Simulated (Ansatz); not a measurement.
CsCl-type TiCo was calculated with PBE (PAW; Ansatz, a quantum-chemistry and plane-wave program).

Settings: plane-wave cutoff 520 eV, 18×18×18 k mesh, Fermi–Dirac smearing 0.05 eV, no spin polarisation, scalar-relativistic PAW data made under PBE.

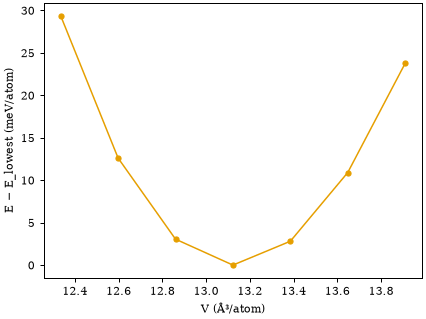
Figure: Total energy against volume

Question: From the curve, estimate the equilibrium volume and the bulk modulus.

Answer: V0 ≈ 13.1 Å³/atom and B0 ≈ 180 GPa; the fit gives V0 = 13.124 Å³/atom, B0 = 179 GPa, B′ = 4.1.

Measured, for comparison: bulk modulus 154 GPa, equilibrium volume per atom 13.43 Å³/atom (room temperature, not corrected to a static lattice; as tabulated in Yamada et al. (2019), arXiv:1910.09660). Computed (rounded) less measured: bulk modulus +16 %, equilibrium volume per atom -2.3 %.

The computed numbers hold no vibrational or temperature effects.

Computing time: very roughly 60 core-seconds.
